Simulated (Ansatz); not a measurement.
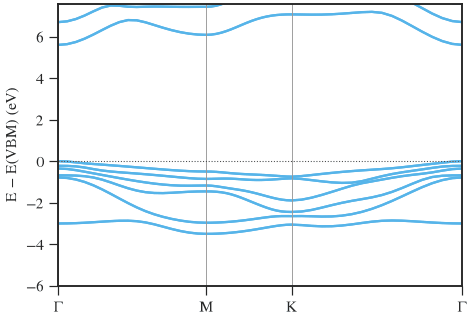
Band structure from the program Ansatz at the r²SCAN+D4 with spin–orbit coupling level (PAW)

Problem. Read off the gap and where the band edges lie.

Solution. About 5.6 eV (5.61 eV by a search for the band edges); maximum at Γ, minimum at Γ.

The material is monolayer MgBr2 (1T, P-3m1 in the vacuum cell, 3 atoms).

The layer was cut from a bulk entry of the Materials Project (measured or hypothetical); whether that bulk phase is the ambient one, and whether the layer has been isolated, was not checked. The cell was relaxed with r²SCAN+D4 under the symmetry of its start; its stability against distortions is not shown here.

Potentials: the later of the program's two PAW sets.
